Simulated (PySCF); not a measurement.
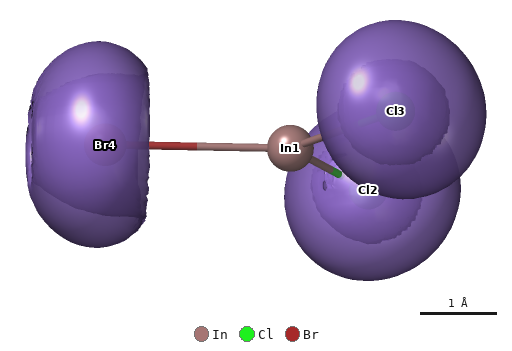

*BrCl$_{2}$In (SMILES [Cl][In]([Cl])[Br]). Isosurface of the ELF at 0.8 (purple), seen from one side. Only the valence region is drawn (cores and ρ < 0.01 e/Å³ removed).*

Geometry: PBE0-D3(BJ)/def2-SVP; core potentials replace the inner electrons of In.

These are results of wB97X-D/def2-SVPD, SCF density, gas phase, scalar-relativistic core potentials on the heavy atoms (PySCF 2.14.0), not measurements.

**Where are the electrons localised?**

At this value the surface marks out one ring or bowl of non-bonding electrons around Br and two regions wrapped around Cl (the valence shell of each). Profiles from the grid: In–Cl (2.32 Å): the ELF peaks at about 0.80 in the valence shell of Cl, 0.8 Å from its nucleus, and drops to about 0.15 between the two atoms. In–Br (2.46 Å): the ELF peaks at about 0.70 in the valence shell of Br, 1.0 Å from its nucleus, and drops to about 0.15 between the two atoms.
